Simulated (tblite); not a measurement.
C₃H₄F₄Si: geometry relaxation

The run: geometry relaxation of C₃H₄F₄Si. Method and program: GFN2-xTB geometry optimisation, gas phase (tblite 0.8.0).

It belongs to a series of runs on one base structure; here: C replaced by Si.

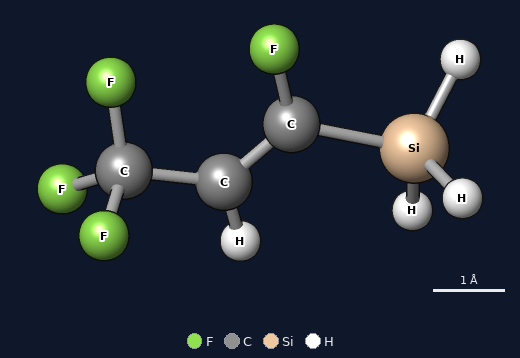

*The structure as given in the input (ball-and-stick view, seen at a tilt).*

Bond lengths as drawn: C–C 1.33 to 1.49 Å, C–F 1.37 to 1.40 Å, C–H 1.08 Å, C–Si 1.87 Å and H–Si 1.44 to 1.48 Å.

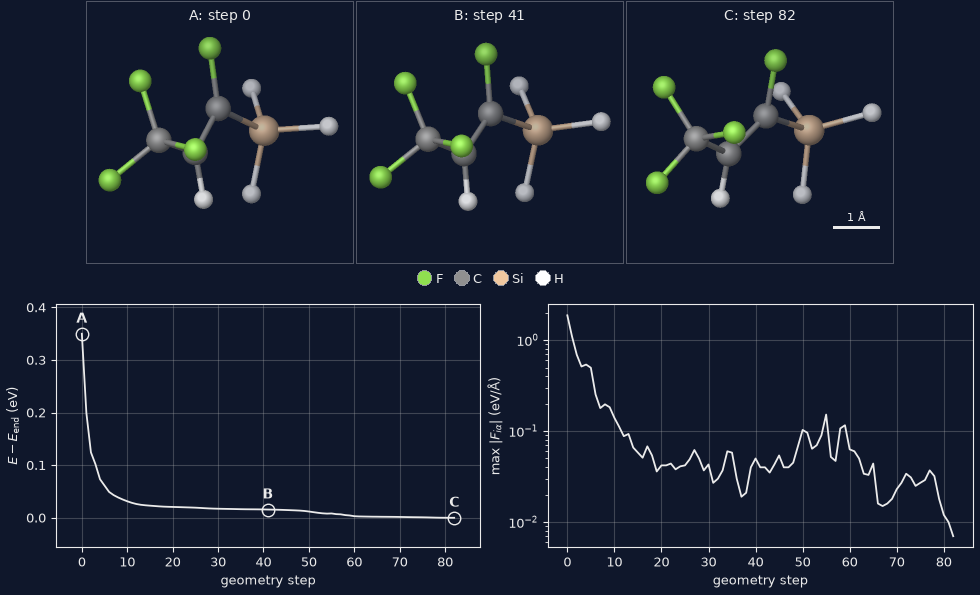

*Frames of the relaxation (ball-and-stick view, seen at a tilt) above the curves, on which the letters mark them (steps are counted from 0).*

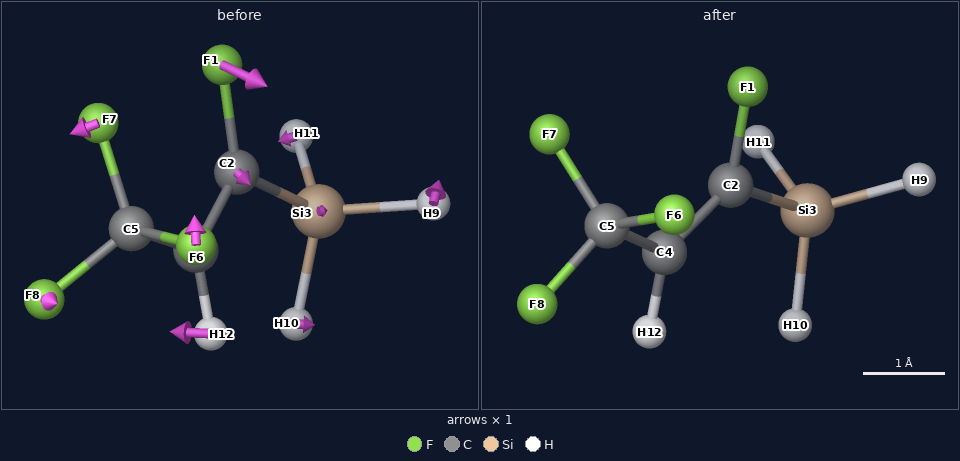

*Before (left) and after (right) the relaxation, at one scale (ball-and-stick view, seen at a tilt). The pink arrows give the displacements, at true length.*

The energy falls by 0.350 eV in 82 geometry steps. The largest force component goes from 1.9 to 0.007 eV/Å. The atom that moves furthest after the best rigid fit is F1 (0.70 Å). Largest moves by element: F 0.70 Å, H 0.55 Å, C 0.25 Å, Si 0.12 Å. Among the contacts that change: C5–F8 1.397 → 1.343 Å, C5–F6 1.388 → 1.345 Å, C2–Si3 1.870 → 1.906 Å, C5–F7 1.372 → 1.342 Å. Among the angles that change: Si3–C2–C4 118.1° → 127.5°, F1–C2–Si3 119.6° → 113.4°, F7–C5–F8 111.6° → 106.4°. (Atoms are counted from 1 in the order of the input.)

The input and output of the run follow.

**The input**
```
{"job": {"kind": "relax", "xc": "GFN2-xTB", "basis": "xTB"}, "charge": 0, "multiplicity": 1}
F      0.023500     1.081600     1.528700
C      0.354600     0.330700     0.427300
Si     2.155200     0.015300     0.033200
C     -0.563800    -0.203400    -0.370500
C     -2.025400    -0.043700    -0.140900
F     -2.519900    -1.211400     0.422400
F     -2.234200     0.984800     0.742900
F     -2.720100     0.155200    -1.336600
H      2.607500    -1.089600     0.906200
H      2.284200    -0.424100    -1.359200
H      2.904000     1.212000     0.336000
H     -0.264400    -0.808200    -1.215400
```

The first line tells a small driver script what to run in tblite; the rest is the geometry in Å.

Command:
```bash
OMP_NUM_THREADS=1 python <driver script> task.json out
```

**The program's output**
```
step      E/eV     max force
  0    -791.44538    1.977
  1    -791.59611    1.193
  2    -791.67090    0.761
  3    -791.69359    0.570
  4    -791.72203    0.572
  5    -791.73409    0.514
  6    -791.74610    0.278
  7    -791.75219    0.225
  8    -791.75673    0.225
  9    -791.76053    0.198
 10    -791.76392    0.151
 11    -791.76683    0.146
 12    -791.76912    0.101
 13    -791.77061    0.112
 14    -791.77156    0.084
 15    -791.77227    0.084
 16    -791.77293    0.073
 17    -791.77359    0.075
 18    -791.77411    0.062
 19    -791.77444    0.043
 20    -791.77469    0.044
 21    -791.77493    0.047
 22    -791.77521    0.049
 23    -791.77549    0.044
 24    -791.77576    0.043
 25    -791.77609    0.053
 26    -791.77654    0.056
 27    -791.77706    0.068
 28    -791.77753    0.061
 29    -791.77787    0.044
 30    -791.77810    0.051
 31    -791.77828    0.033
 32    -791.77844    0.032
 33    -791.77859    0.037
 34    -791.77879    0.062
 35    -791.77898    0.061
 36    -791.77911    0.032
 37    -791.77919    0.019
 38    -791.77924    0.021
 39    -791.77933    0.041
 40    -791.77947    0.051
 41    -791.77964    0.044
 42    -791.77981    0.044
 43    -791.78000    0.039
 44    -791.78025    0.045
 45    -791.78055    0.056
 46    -791.78088    0.053
 47    -791.78122    0.052
 48    -791.78164    0.055
 49    -791.78232    0.072
 50    -791.78337    0.105
 51    -791.78463    0.105
 52    -791.78582    0.077
 53    -791.78682    0.076
 54    -791.78738    0.094
 55    -791.78708    0.174
 56    -791.78835    0.069
 57    -791.78874    0.062
 58    -791.79019    0.112
 59    -791.79090    0.120
 60    -791.79231    0.081
 61    -791.79274    0.063
 62    -791.79292    0.053
 63    -791.79307    0.038
 64    -791.79322    0.037
 65    -791.79327    0.044
 66    -791.79339    0.020
 67    -791.79344    0.017
 68    -791.79351    0.019
 69    -791.79359    0.023
 70    -791.79373    0.028
 71    -791.79388    0.031
 72    -791.79405    0.036
 73    -791.79418    0.033
 74    -791.79428    0.028
 75    -791.79439    0.031
 76    -791.79456    0.032
 77    -791.79479    0.040
 78    -791.79503    0.036
 79    -791.79519    0.019
 80    -791.79526    0.013
 81    -791.79529    0.010
 82    -791.79530    0.008
```

**Trajectory as extended XYZ (Å, eV, eV/Å), 9 of the 83 frames kept, from step=0 to step=82**
```
12
Properties=species:S:1:pos:R:3:forces:R:3 step=0 energy=-791.44538
F     0.0235    1.0816    1.5287    0.4900  -0.7610  -1.0950
C     0.3546    0.3307    0.4273   -0.5250   0.4080   0.5490
Si    2.1552    0.0153    0.0332    1.0100  -0.5590   0.2620
C    -0.5638   -0.2034   -0.3705   -0.1820   0.2250  -0.0030
C    -2.0254   -0.0437   -0.1409   -0.4020  -0.1600   0.1570
F    -2.5199   -1.2114    0.4224   -0.0180   1.3350  -0.5520
F    -2.2342    0.9848    0.7429   -0.7580  -1.1900  -1.3210
F    -2.7201    0.1552   -1.3366    0.6290  -0.0670   1.8730
H     2.6075   -1.0896    0.9062   -0.1170   0.1920  -0.1110
H     2.2842   -0.4241   -1.3592   -0.1160   0.1290   0.0730
H     2.9040    1.2120    0.3360    0.1250   0.3040   0.0110
H    -0.2644   -0.8082   -1.2154   -0.1360   0.1430   0.1580
12
Properties=species:S:1:pos:R:3:forces:R:3 step=10 energy=-791.76392
F     0.1114    1.0359    1.4680    0.0240  -0.0150  -0.0110
C     0.3931    0.3004    0.3824    0.1290   0.0070   0.0780
Si    2.2536   -0.0010    0.0632   -0.1300   0.0410  -0.0300
C    -0.5837   -0.1982   -0.3632    0.0660   0.0650  -0.0320
C    -2.0512   -0.0461   -0.1228    0.0490  -0.0380   0.0100
F    -2.5696   -1.1691    0.4148   -0.0930  -0.0480   0.0050
F    -2.3884    0.9536    0.6941    0.0000   0.0010  -0.0670
F    -2.7114    0.1535   -1.2785   -0.0460   0.0090   0.0160
H     2.6344   -1.1048    0.9444    0.0550   0.0740   0.0030
H     2.2894   -0.3923   -1.3453    0.1080   0.0090   0.0180
H     2.9438    1.2588    0.3396   -0.0220  -0.1060   0.0090
H    -0.3203   -0.7915   -1.2229   -0.1400   0.0030  -0.0010
12
Properties=species:S:1:pos:R:3:forces:R:3 step=20 energy=-791.77469
F     0.1315    1.0206    1.4697    0.0080  -0.0140  -0.0030
C     0.3962    0.2900    0.3768    0.0030  -0.0230   0.0040
Si    2.2547   -0.0049    0.0524    0.0200   0.0010   0.0100
C    -0.5961   -0.1946   -0.3596    0.0100   0.0170  -0.0270
C    -2.0647   -0.0449   -0.1182   -0.0190  -0.0010   0.0010
F    -2.5910   -1.1675    0.4162   -0.0130   0.0100   0.0260
F    -2.4098    0.9607    0.6861    0.0170   0.0000   0.0100
F    -2.7227    0.1487   -1.2778   -0.0040   0.0070  -0.0020
H     2.6702   -1.0753    0.9591   -0.0130   0.0180  -0.0240
H     2.3536   -0.3918   -1.3541    0.0130   0.0000   0.0420
H     2.9476    1.2443    0.3528   -0.0300   0.0040  -0.0100
H    -0.3684   -0.7860   -1.2295    0.0080  -0.0190  -0.0270
12
Properties=species:S:1:pos:R:3:forces:R:3 step=31 energy=-791.77828
F     0.1323    0.9713    1.4660   -0.0040   0.0000   0.0170
C     0.3950    0.2587    0.3602   -0.0210  -0.0150  -0.0010
Si    2.2608   -0.0002    0.0568    0.0260  -0.0190  -0.0080
C    -0.6030   -0.2069   -0.3812   -0.0080   0.0070  -0.0220
C    -2.0677   -0.0384   -0.1166    0.0080   0.0050   0.0060
F    -2.6022   -1.1455    0.4410    0.0060   0.0100   0.0100
F    -2.3777    0.9810    0.6852   -0.0060   0.0040   0.0070
F    -2.7480    0.1570   -1.2629    0.0270  -0.0080   0.0010
H     2.6834   -1.0617    0.9690    0.0000   0.0260   0.0170
H     2.4138   -0.4045   -1.3376   -0.0210   0.0090  -0.0090
H     2.9016    1.2773    0.3546   -0.0110  -0.0150   0.0020
H    -0.3871   -0.7887   -1.2605    0.0040  -0.0040  -0.0220
12
Properties=species:S:1:pos:R:3:forces:R:3 step=41 energy=-791.77964
F     0.1317    0.9316    1.4724   -0.0160   0.0010   0.0270
C     0.3949    0.2375    0.3550   -0.0220  -0.0080   0.0090
Si    2.2609   -0.0038    0.0567    0.0400  -0.0030  -0.0030
C    -0.6035   -0.2125   -0.3947   -0.0170   0.0350  -0.0200
C    -2.0645   -0.0333   -0.1170    0.0000  -0.0030   0.0050
F    -2.5975   -1.1305    0.4606   -0.0160  -0.0020  -0.0050
F    -2.3624    0.9963    0.6772    0.0090   0.0050  -0.0040
F    -2.7540    0.1550   -1.2584    0.0120  -0.0260   0.0030
H     2.6957   -1.0383    0.9923    0.0050  -0.0080  -0.0020
H     2.4141   -0.4069   -1.3375   -0.0020  -0.0130  -0.0030
H     2.8798    1.2836    0.3533    0.0090   0.0130  -0.0090
H    -0.3942   -0.7793   -1.2858   -0.0020   0.0080   0.0030
12
Properties=species:S:1:pos:R:3:forces:R:3 step=51 energy=-791.78463
F     0.0961    0.7339    1.5684    0.0430   0.0130  -0.0180
C     0.3906    0.1771    0.3825   -0.0960  -0.0420   0.0060
Si    2.2618   -0.0007    0.0673    0.0490  -0.0170  -0.0040
C    -0.5990   -0.1896   -0.4253   -0.0750   0.0370  -0.0270
C    -2.0605   -0.0159   -0.1304   -0.0140  -0.0440   0.0440
F    -2.5785   -1.0672    0.5360    0.0350  -0.0560   0.0160
F    -2.3462    1.0649    0.6021    0.0000   0.0300  -0.0730
F    -2.7793    0.0825   -1.2647    0.0760   0.0360   0.0330
H     2.7688   -0.9689    1.0380   -0.0260   0.0010  -0.0100
H     2.3806   -0.4680   -1.3111    0.0200   0.0020   0.0060
H     2.8605    1.3153    0.2817   -0.0450  -0.0140  -0.0160
H    -0.3937   -0.6643   -1.3705    0.0320   0.0530   0.0430
12
Properties=species:S:1:pos:R:3:forces:R:3 step=62 energy=-791.79292
F     0.0796    0.4382    1.6729    0.0130  -0.0230  -0.0080
C     0.3832    0.0684    0.4183    0.0120   0.0500  -0.0130
Si    2.2574   -0.0190    0.0727   -0.0220   0.0050   0.0040
C    -0.5982   -0.1408   -0.4516    0.0030   0.0210  -0.0090
C    -2.0559    0.0096   -0.1382   -0.0060  -0.0100   0.0040
F    -2.5248   -0.9709    0.6543    0.0060  -0.0090   0.0210
F    -2.3521    1.1661    0.4721    0.0000  -0.0040  -0.0050
F    -2.7974   -0.0291   -1.2579    0.0000   0.0010  -0.0060
H     2.8390   -0.8751    1.1009   -0.0060  -0.0110   0.0090
H     2.3966   -0.5631   -1.2743    0.0000  -0.0150  -0.0040
H     2.7491    1.3535    0.1651    0.0040   0.0040   0.0130
H    -0.3751   -0.4385   -1.4605   -0.0040  -0.0090  -0.0060
12
Properties=species:S:1:pos:R:3:forces:R:3 step=72 energy=-791.79405
F     0.0890    0.4220    1.6769   -0.0110   0.0020  -0.0340
C     0.3856    0.0812    0.4120   -0.0020   0.0050   0.0170
Si    2.2579   -0.0186    0.0689   -0.0090  -0.0050   0.0160
C    -0.5984   -0.1200   -0.4565    0.0190  -0.0040   0.0000
C    -2.0561    0.0093   -0.1366   -0.0110  -0.0150  -0.0040
F    -2.5049   -0.9708    0.6686    0.0100   0.0140   0.0110
F    -2.3709    1.1679    0.4611    0.0050  -0.0200  -0.0080
F    -2.7984   -0.0563   -1.2545   -0.0240   0.0080   0.0040
H     2.8217   -0.8776    1.1047    0.0070  -0.0110   0.0130
H     2.3967   -0.5820   -1.2704    0.0070   0.0130  -0.0070
H     2.7561    1.3510    0.1694    0.0130  -0.0040  -0.0100
H    -0.3772   -0.4067   -1.4695   -0.0030   0.0160   0.0030
12
Properties=species:S:1:pos:R:3:forces:R:3 step=82 energy=-791.79530
F     0.0774    0.3980    1.6682   -0.0020  -0.0020   0.0000
C     0.3832    0.0867    0.3982    0.0020  -0.0030   0.0060
Si    2.2587   -0.0232    0.0748   -0.0040   0.0010  -0.0030
C    -0.5996   -0.1003   -0.4751    0.0040   0.0030   0.0020
C    -2.0554    0.0066   -0.1350   -0.0020   0.0020  -0.0020
F    -2.4684   -0.9627    0.7008    0.0060   0.0010   0.0050
F    -2.3807    1.1718    0.4450   -0.0020   0.0020  -0.0050
F    -2.8192   -0.0959   -1.2349   -0.0040   0.0010  -0.0020
H     2.8037   -0.8808    1.1227   -0.0010  -0.0060   0.0010
H     2.4096   -0.5904   -1.2618    0.0020   0.0060  -0.0020
H     2.7739    1.3404    0.1689    0.0030   0.0030   0.0000
H    -0.3819   -0.3510   -1.4979   -0.0010  -0.0070   0.0020
```

**Summary**

```json
{"quantity": "outcome", "value": "converged"}
{"quantity": "total energy", "value": "−791.7953 eV"}
{"quantity": "hardware", "value": "1 CPU thread, shared host"}
{"quantity": "wall time", "value": "0.79 s"}
{"quantity": "peak memory", "value": "0.18 GiB"}
```
